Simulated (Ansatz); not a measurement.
# Run report: C2H6BO, geometry relaxation

C2H6BO, multiplicity 2, computed with UKS PBE-D4/def2-SVP (Ansatz 0.2.0).

The geometry: force-field start. Figures and captions count atoms from 1; the log counts them from 0 in places.

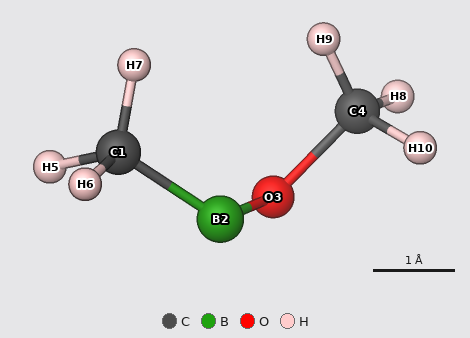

**Figure 1.** The structure as given in the input (ball-and-stick view, seen at a tilt; atoms are numbered from 1 in the order of the input).

Input file
```yaml
crystal:
  periodic: [false, false, false]
  atoms:
    - {symbol: C, position_ang: [-0.782700, 1.195800, -0.812500]}
    - {symbol: B, position_ang: [-1.052500, 0.041000, 0.194300]}
    - {symbol: O, position_ang: [-0.350700, -1.221600, 0.012200]}
    - {symbol: C, position_ang: [0.938800, -1.152300, 0.783300]}
    - {symbol: H, position_ang: [-1.102500, 0.903100, -1.865200]}
    - {symbol: H, position_ang: [-1.472500, 2.112300, -0.530900]}
    - {symbol: H, position_ang: [0.259300, 1.558100, -0.805600]}
    - {symbol: H, position_ang: [1.445200, -2.106500, 0.659900]}
    - {symbol: H, position_ang: [1.549000, -0.339700, 0.469600]}
    - {symbol: H, position_ang: [0.651800, -1.041400, 1.897800]}
basis:
  gaussian: {orbitals: def2-SVP}
magnetization: {spin_polarized: true, initial_magnetization: 1}
hamiltonian: {xc: pbe, dispersion: d4}
relax: {f_tol: 0.03, max_steps: 200}
```

Launched with:
```bash
ansatz run in.yaml --threads 4 --pin off --events-out ev --progress --plain --max-ram 10444MiB
```

Output
```
Functional definition: PBE
  name "PBE"
  cite "Perdew, Burke & Ernzerhof, Phys. Rev. Lett. 77, 3865 (1996) doi:10.1103/PhysRevLett.77.3865"
  parent pbe
  parameter kappa = 0.804
  parameter beta = 0.06672455060314922
  exchange = pbe_x(kappa = kappa, mu = beta*pi^2/3)
  correlation = pbe_c(beta = beta)
961 factors; their error is unknown
mean field evaluation 1: about -4873.6364 eV, gradient 4.5e1 eV
mean field evaluation 2: about -4843.5998 eV, gradient 8.8e1 eV
mean field evaluation 4: about -4883.1607 eV, gradient 4.4e0 eV
mean field evaluation 8: about -4883.2702 eV, gradient 2.0e-1 eV
mean field evaluation 16: about -4883.2356 eV, gradient 1.8e-4 eV
mean field -4883.23557384 eV, -179.4555973626 hartree, gradient 1.8e-5 eV, S^2 0.751747; 0 other end points of the search recorded, 0 dependent functions left out
the calculation of the forces begins
reference -4883.23560823 eV, -179.4555986266 hartree; 16, 15 occupied and 70, 71 virtual orbitals, 961 factors
relax step   1: F+E_penalty+E_count = -4883.38039478 eV  Δ(F+E_penalty+E_count) = +0.000e0 eV  max|allowed force component| = 3.255e0 eV/Å  Δτ_max = 0.0000 Å  (32 SCF iters, accepted)
these checks for a lower state are left out or cut short: starts, cluster_reference, orbital_swaps, neighbouring_geometries, increment
961 factors; their error is unknown
mean field -4883.61416197 eV, -179.4695102197 hartree, gradient 1.5e-5 eV, S^2 0.751688; 0 other end points of the search recorded, 0 dependent functions left out
[... from here on the field's lines of each further geometry are left out, up to the last ...]
relax step   2: F+E_penalty+E_count = -4883.75696174 eV  Δ(F+E_penalty+E_count) = -3.766e-1 eV  max|allowed force component| = 1.692e0 eV/Å  Δτ_max = 0.0821 Å  (32 SCF iters, accepted)
relax step   3: F+E_penalty+E_count = -4883.88905638 eV  Δ(F+E_penalty+E_count) = -1.321e-1 eV  max|allowed force component| = 7.047e-1 eV/Å  Δτ_max = 0.1306 Å  (31 SCF iters, accepted)
relax step   4: F+E_penalty+E_count = -4883.98820069 eV  Δ(F+E_penalty+E_count) = -9.914e-2 eV  max|allowed force component| = 5.873e-1 eV/Å  Δτ_max = 0.1799 Å  (32 SCF iters, accepted)
relax step   5: F+E_penalty+E_count = -4884.14680501 eV  Δ(F+E_penalty+E_count) = -1.586e-1 eV  max|allowed force component| = 6.809e-1 eV/Å  Δτ_max = 0.1943 Å  (34 SCF iters, accepted)
relax step   6: F+E_penalty+E_count = -4884.27728956 eV  Δ(F+E_penalty+E_count) = -1.305e-1 eV  max|allowed force component| = 7.770e-1 eV/Å  Δτ_max = 0.1948 Å  (34 SCF iters, accepted)
relax step   7: F+E_penalty+E_count = -4884.38528960 eV  Δ(F+E_penalty+E_count) = -1.080e-1 eV  max|allowed force component| = 2.009e-1 eV/Å  Δτ_max = 0.1999 Å  (31 SCF iters, accepted)
relax step   8: F+E_penalty+E_count = -4884.40131865 eV  Δ(F+E_penalty+E_count) = -1.603e-2 eV  max|allowed force component| = 3.053e-1 eV/Å  Δτ_max = 0.2000 Å  (30 SCF iters, accepted)
relax step   9: F+E_penalty+E_count = -4884.41790350 eV  Δ(F+E_penalty+E_count) = -1.658e-2 eV  max|allowed force component| = 1.893e-1 eV/Å  Δτ_max = 0.1203 Å  (36 SCF iters, accepted)
relax step  10: F+E_penalty+E_count = -4884.42415059 eV  Δ(F+E_penalty+E_count) = -6.247e-3 eV  max|allowed force component| = 5.266e-2 eV/Å  Δτ_max = 0.1210 Å  (31 SCF iters, accepted)
relax step  11: F+E_penalty+E_count = -4884.40877092 eV  Δ(F+E_penalty+E_count) = +1.538e-2 eV  max|allowed force component| = 4.394e-1 eV/Å  Δτ_max = 0.1584 Å  (30 SCF iters, rejected (line search))
relax step  12: F+E_penalty+E_count = -4884.42874448 eV  Δ(F+E_penalty+E_count) = -4.594e-3 eV  max|allowed force component| = 4.200e-2 eV/Å  Δτ_max = 0.0792 Å  (30 SCF iters, accepted)
relax step  13: F+E_penalty+E_count = -4884.42953452 eV  Δ(F+E_penalty+E_count) = -7.900e-4 eV  max|allowed force component| = 1.694e-1 eV/Å  Δτ_max = 0.0976 Å  (31 SCF iters, accepted)
relax step  14: F+E_penalty+E_count = -4884.43255664 eV  Δ(F+E_penalty+E_count) = -3.022e-3 eV  max|allowed force component| = 5.571e-2 eV/Å  Δτ_max = 0.0150 Å  (32 SCF iters, accepted)
relax step  15: F+E_penalty+E_count = -4884.43486921 eV  Δ(F+E_penalty+E_count) = -2.313e-3 eV  max|allowed force component| = 1.345e-2 eV/Å  Δτ_max = 0.0617 Å  (29 SCF iters, accepted)
relax step  16: F+E_penalty+E_count = -4884.42934716 eV  Δ(F+E_penalty+E_count) = +5.522e-3 eV  max|allowed force component| = 3.501e-1 eV/Å  Δτ_max = 0.1606 Å  (30 SCF iters, rejected (line search))
relax step  17: F+E_penalty+E_count = -4884.43628835 eV  Δ(F+E_penalty+E_count) = -1.419e-3 eV  max|allowed force component| = 6.691e-2 eV/Å  Δτ_max = 0.0787 Å  (29 SCF iters, accepted)
relax step  18: F+E_penalty+E_count = -4884.43676326 eV  Δ(F+E_penalty+E_count) = -4.749e-4 eV  max|allowed force component| = 9.754e-2 eV/Å  Δτ_max = 0.0493 Å  (30 SCF iters, accepted)
relax step  19: F+E_penalty+E_count = -4884.43737921 eV  Δ(F+E_penalty+E_count) = -6.160e-4 eV  max|allowed force component| = 4.750e-2 eV/Å  Δτ_max = 0.0110 Å  (31 SCF iters, accepted)
relax step  20: F+E_penalty+E_count = -4884.43778655 eV  Δ(F+E_penalty+E_count) = -4.073e-4 eV  max|allowed force component| = 5.297e-3 eV/Å  Δτ_max = 0.0223 Å  (31 SCF iters, accepted)
relax step  21: F+E_penalty+E_count = -4884.43804319 eV  Δ(F+E_penalty+E_count) = -2.566e-4 eV  max|allowed force component| = 1.605e-2 eV/Å  Δτ_max = 0.0377 Å  (30 SCF iters, accepted)
relax step  22: F+E_penalty+E_count = -4884.43807486 eV  Δ(F+E_penalty+E_count) = -3.168e-5 eV  max|allowed force component| = 4.919e-2 eV/Å  Δτ_max = 0.0480 Å  (29 SCF iters, accepted)
the calculation of the forces begins
reference -4884.30285970 eV, -179.4948193947 hartree; 16, 15 occupied and 70, 71 virtual orbitals, 961 factors
relax step  23: F+E_penalty+E_count = -4884.43820304 eV  Δ(F+E_penalty+E_count) = -1.282e-4 eV  max|allowed force component| = 1.097e-2 eV/Å  Δτ_max = 0.0111 Å  (31 SCF iters, accepted)
961 factors; their error is unknown
mean field evaluation 192: about -4884.3028 eV, gradient 2.3e-3 eV
```

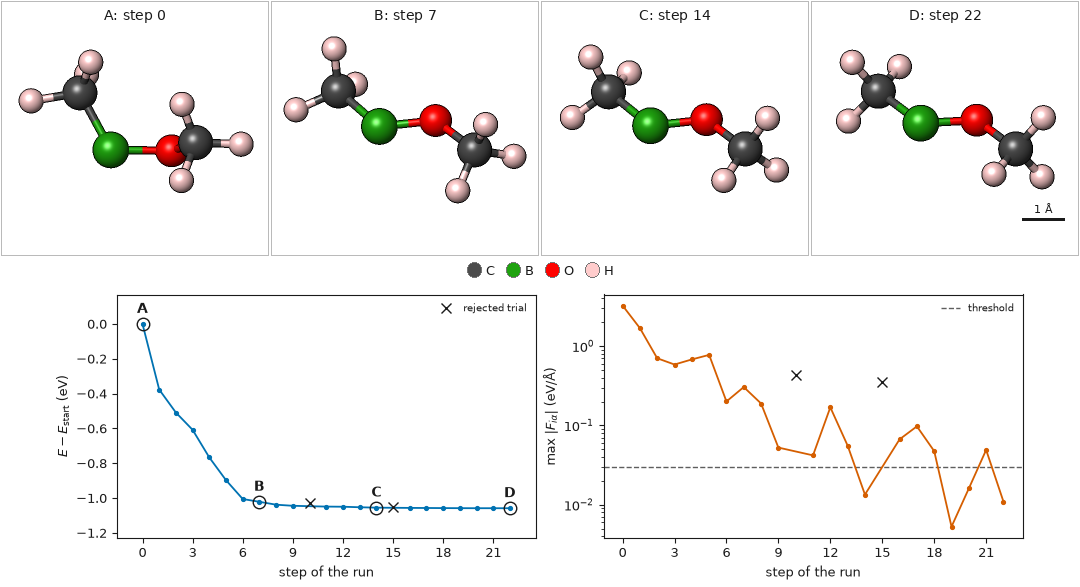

**Figure 2.** Frames of the relaxation (ball-and-stick view, seen at a tilt) above the curves, on which the letters mark them (the first geometry is step 0 here and step 1 in the log).

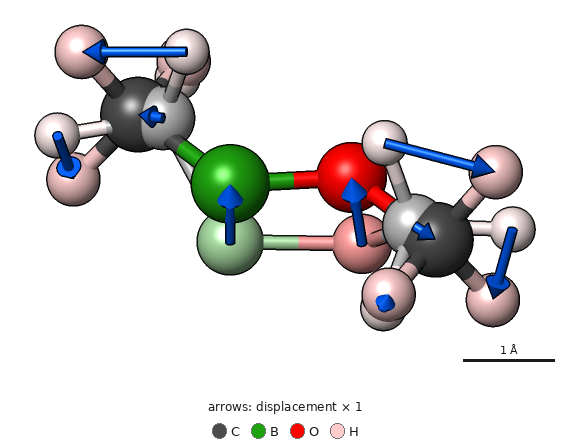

**Figure 3.** Start (faint) and end (solid) with the displacements as blue arrows, at true length (ball-and-stick view, seen at a tilt). The two geometries are laid on each other by the best rigid fit. After 22 geometry steps the energy has fallen by 1.058 eV. The largest force component goes from 3.3 to 0.011 eV/Å. The line search rejected the trial steps at points 10, 15 (counted from 0) and went back. The atom that moves furthest after the best rigid fit is H9 (1.27 Å). By element the largest moves are H 1.27 Å, O 0.95 Å, B 0.89 Å, C 0.32 Å. Distances before and after: B2–O3 1.456 → 1.343 Å, O3–C4 1.504 → 1.425 Å, C1–H6 1.181 → 1.110 Å, C4–H9 1.064 → 1.109 Å. Among the angles that change: B2–O3–C4 108.0° → 124.0°, C1–B2–O3 118.6° → 123.7°, O3–C4–H10 106.6° → 111.5°. (Atoms are counted from 1 in the order of the input.)

```
mean field -4884.30282444 eV, -179.4948180988 hartree, gradient 8.6e-6 eV, S^2 0.752173; 1 other end points of the search recorded, 0 dependent functions left out
the calculation of the forces begins
reference -4884.30285970 eV, -179.4948193947 hartree; 16, 15 occupied and 70, 71 virtual orbitals, 961 factors
Total energy: -4884.43823831 eV, -179.4997944667 hartree
Atom 0 at    -0.994206     1.363114    -0.976301 Å, force    -0.002996     0.007123    -0.001979 eV/Å
Atom 1 at    -0.318695     0.520151     0.158569 Å, force     0.001746    -0.000396    -0.003113 eV/Å
Atom 2 at     0.383345    -0.603126    -0.064392 Å, force     0.002864     0.002134     0.010132 eV/Å
Atom 3 at     1.005301    -1.370232     0.962879 Å, force    -0.002861    -0.000827    -0.004787 eV/Å
Atom 4 at    -0.852710     0.915735    -1.985139 Å, force    -0.001275     0.003002     0.004885 eV/Å
Atom 5 at    -2.081679     1.474702    -0.780958 Å, force     0.008668    -0.001515    -0.002532 eV/Å
Atom 6 at    -0.580959     2.394415    -0.981206 Å, force    -0.004584    -0.010974    -0.000091 eV/Å
Atom 7 at     0.599742    -2.402366     0.936464 Å, force     0.002936     0.004777     0.001549 eV/Å
Atom 8 at     2.096327    -1.416594     0.767574 Å, force    -0.006612    -0.000086     0.001255 eV/Å
Atom 9 at     0.826734    -0.926998     1.965411 Å, force     0.002114    -0.003237    -0.005320 eV/Å
Dipole moment:     0.125612    -0.179775     0.050876 e Å
```

Trajectory as extended XYZ (Å, eV, eV/Å), 10 of the 23 frames kept, from step=1 to step=23
```
10
Properties=species:S:1:pos:R:3:forces:R:3 step=1 energy=-4883.38040
C    -0.7827    1.1958   -0.8125   -2.3000   1.9111   0.0330
B    -1.0525    0.0410    0.1943    1.4649  -2.6151  -0.8247
O    -0.3507   -1.2216    0.0122    0.3318   2.3038   1.3127
C     0.9388   -1.1523    0.7833   -3.2554  -1.0034   1.2823
H    -1.1025    0.9031   -1.8652    0.4345   0.0293   0.6952
H    -1.4725    2.1123   -0.5309    1.1855  -1.2341  -0.5333
H     0.2593    1.5581   -0.8056    0.2862  -0.0856  -0.1149
H     1.4452   -2.1065    0.6599    0.2929  -0.5168  -0.2141
H     1.5490   -0.3397    0.4696    0.9532   1.2415  -0.5236
H     0.6518   -1.0414    1.8978    0.6064  -0.0307  -1.1126
10
Properties=species:S:1:pos:R:3:forces:R:3 step=3 energy=-4883.88906
C    -0.8802    1.2661   -0.8340    0.2322  -0.4084  -0.1706
B    -0.9733    0.0398    0.1448   -0.3518   0.5863   0.0593
O    -0.2318   -1.0766    0.0166    0.7047  -0.1328   0.1626
C     0.9288   -1.1963    0.8477   -0.0172  -0.2209  -0.4207
H    -1.1721    0.9104   -1.8478   -0.0426   0.0244  -0.0698
H    -1.5004    2.1250   -0.5662   -0.2450   0.3263   0.0908
H     0.1854    1.5929   -0.9304   -0.1166  -0.0571   0.0625
H     1.3858   -2.1855    0.6393    0.0294   0.0886   0.0523
H     1.6753   -0.3940    0.6117   -0.1441  -0.2240   0.0649
H     0.6658   -1.1330    1.9210   -0.0491   0.0175   0.1688
10
Properties=species:S:1:pos:R:3:forces:R:3 step=6 energy=-4884.27729
C    -1.0163    1.3330   -0.9379    0.0387  -0.3101   0.3606
B    -0.6246    0.3133    0.2262    0.0202   0.2980  -0.7770
O     0.1491   -0.7587   -0.0550   -0.3850   0.3779  -0.0366
C     0.9896   -1.3228    0.9270    0.6679  -0.0330   0.4247
H    -1.4058    0.8396   -1.8617    0.0616   0.0086   0.1918
H    -1.7013    2.1488   -0.6328    0.0346  -0.0762  -0.0394
H    -0.0287    1.7838   -1.2079   -0.1693   0.0574  -0.0285
H     1.2778   -2.3529    0.6264   -0.0816   0.0697   0.0045
H     1.9202   -0.6936    0.9749   -0.2257  -0.4043   0.1394
H     0.5233   -1.3417    1.9437    0.0385   0.0120  -0.2393
10
Properties=species:S:1:pos:R:3:forces:R:3 step=8 energy=-4884.40132
C    -1.0390    1.3652   -0.9768    0.1412  -0.0921   0.0384
B    -0.4216    0.4899    0.1670    0.1505  -0.2237   0.3053
O     0.3918   -0.5669   -0.0249   -0.0675   0.1382  -0.2972
C     1.0200   -1.3649    0.9673    0.0220   0.0279   0.1033
H    -1.3771    0.7394   -1.8314   -0.0436   0.0200  -0.0183
H    -1.8683    2.0019   -0.6161   -0.0344  -0.0043  -0.0799
H    -0.2396    2.0387   -1.3608   -0.0194   0.0216  -0.0013
H     1.0763   -2.4126    0.6066   -0.1264   0.0346  -0.0007
H     2.0610   -1.0211    1.1360    0.0272   0.0976  -0.0472
H     0.4797   -1.3207    1.9359   -0.0495  -0.0197  -0.0023
10
Properties=species:S:1:pos:R:3:forces:R:3 step=11 energy=-4884.40877 accepted=F
C    -1.0267    1.3477   -0.9633   -0.0170   0.2583  -0.1461
B    -0.3963    0.4686    0.1702    0.1118  -0.1853  -0.1127
O     0.4046   -0.5883   -0.0833   -0.1309   0.1515   0.1614
C     1.0150   -1.3561    0.9534    0.0876  -0.1751   0.1997
H    -1.0932    0.7792   -1.9315   -0.0006   0.2629   0.2891
H    -2.0319    1.7593   -0.6845    0.4039  -0.1339  -0.1616
H    -0.3341    2.2283   -1.1137   -0.3790  -0.3616   0.0091
H     0.8003   -2.4440    0.7719    0.1098   0.4394   0.0872
H     2.1245   -1.1933    0.9219   -0.3690  -0.1048   0.0278
H     0.6211   -1.0526    1.9617    0.1835  -0.1515  -0.3538
10
Properties=species:S:1:pos:R:3:forces:R:3 step=13 energy=-4884.42954
C    -1.0267    1.3488   -0.9656    0.0524   0.1346  -0.1180
B    -0.3953    0.4696    0.1693    0.0428  -0.0790  -0.0494
O     0.3981   -0.5925   -0.0698   -0.0780   0.1195   0.0747
C     1.0166   -1.3599    0.9605    0.0439  -0.0784   0.0523
H    -1.0832    0.8052   -1.9401   -0.0051   0.0764   0.1293
H    -2.0298    1.7519   -0.7034    0.1393  -0.0803  -0.0268
H    -0.3615    2.2383   -1.1151   -0.1420  -0.1694   0.0332
H     0.7986   -2.4369    0.7826    0.0226   0.1299   0.0348
H     2.1194   -1.2125    0.9147   -0.1240  -0.0191   0.0026
H     0.6471   -1.0632    1.9697    0.0480  -0.0342  -0.1328
10
Properties=species:S:1:pos:R:3:forces:R:3 step=16 energy=-4884.42935 accepted=F
C    -1.0011    1.3581   -0.9780   -0.1168   0.2976  -0.0730
B    -0.3459    0.5116    0.1654    0.0452  -0.0589   0.0156
O     0.3655   -0.6083   -0.0528   -0.0208   0.0884  -0.0407
C     1.0082   -1.3691    0.9630    0.0614  -0.0966   0.1486
H    -0.8961    0.8755   -1.9821   -0.0419   0.1140   0.1728
H    -2.0845    1.5499   -0.7653    0.3255  -0.0642  -0.0903
H    -0.5138    2.3707   -1.0096   -0.1755  -0.3501  -0.0136
H     0.6514   -2.4238    0.8958    0.0895   0.1801   0.0425
H     2.1103   -1.3539    0.7853   -0.2195  -0.0189   0.0477
H     0.7892   -0.9620    1.9811    0.0530  -0.0915  -0.2096
10
Properties=species:S:1:pos:R:3:forces:R:3 step=18 energy=-4884.43676
C    -1.0064    1.3564   -0.9746   -0.0274   0.0810  -0.0198
B    -0.3546    0.5016    0.1654    0.0113  -0.0067   0.0092
O     0.3840   -0.5977   -0.0596   -0.0047   0.0218  -0.0208
C     1.0104   -1.3665    0.9621    0.0150  -0.0317   0.0447
H    -0.9258    0.8677   -1.9726   -0.0111   0.0340   0.0426
H    -2.0746    1.5769   -0.7574    0.0926  -0.0253  -0.0246
H    -0.4953    2.3464   -1.0240   -0.0534  -0.0975   0.0005
H     0.6664   -2.4195    0.8798    0.0219   0.0514   0.0129
H     2.1109   -1.3430    0.8097   -0.0620  -0.0039   0.0107
H     0.7681   -0.9734    1.9742    0.0178  -0.0231  -0.0552
10
Properties=species:S:1:pos:R:3:forces:R:3 step=21 energy=-4884.43804
C    -0.9982    1.3607   -0.9757   -0.0016   0.0119   0.0034
B    -0.3260    0.5157    0.1599   -0.0077   0.0017  -0.0050
O     0.3876   -0.5998   -0.0647   -0.0004  -0.0080   0.0116
C     1.0065   -1.3693    0.9627    0.0042   0.0037  -0.0078
H    -0.8810    0.8980   -1.9806   -0.0010   0.0033   0.0032
H    -2.0790    1.5087   -0.7686    0.0161  -0.0043  -0.0034
H    -0.5525    2.3785   -0.9986   -0.0074  -0.0108  -0.0012
H     0.6219   -2.4087    0.9148    0.0017   0.0093   0.0007
H     2.1015   -1.3915    0.7859   -0.0060  -0.0033   0.0029
H     0.8024   -0.9434    1.9678    0.0022  -0.0035  -0.0043
10
Properties=species:S:1:pos:R:3:forces:R:3 step=23 energy=-4884.43820
C    -0.9942    1.3631   -0.9763   -0.0030   0.0071  -0.0020
B    -0.3187    0.5202    0.1586    0.0017  -0.0004  -0.0031
O     0.3833   -0.6031   -0.0644    0.0029   0.0021   0.0101
C     1.0053   -1.3702    0.9629   -0.0029  -0.0008  -0.0048
H    -0.8527    0.9157   -1.9851   -0.0013   0.0030   0.0049
H    -2.0817    1.4747   -0.7810    0.0087  -0.0015  -0.0025
H    -0.5810    2.3944   -0.9812   -0.0046  -0.0110  -0.0001
H     0.5997   -2.4024    0.9365    0.0029   0.0048   0.0015
H     2.0963   -1.4166    0.7676   -0.0066  -0.0001   0.0013
H     0.8267   -0.9270    1.9654    0.0021  -0.0032  -0.0053
```

Summary

```tsv
quantity	value
outcome	converged
total energy	−4884.4382 eV
mean-field energy	−4884.3029 eV
dispersion energy	−0.1354 eV
⟨S²⟩	0.752
SCF solution under orbital rotations	stable
largest force (length of the vector) at the end	0.012 eV/Å
dipole moment	1.08 D
hardware	4 threads of Arm Neoverse V2, 23 GiB of memory available, shared host
wall time	21 s (CPU time 73 s)
peak memory	0.14 GiB
```
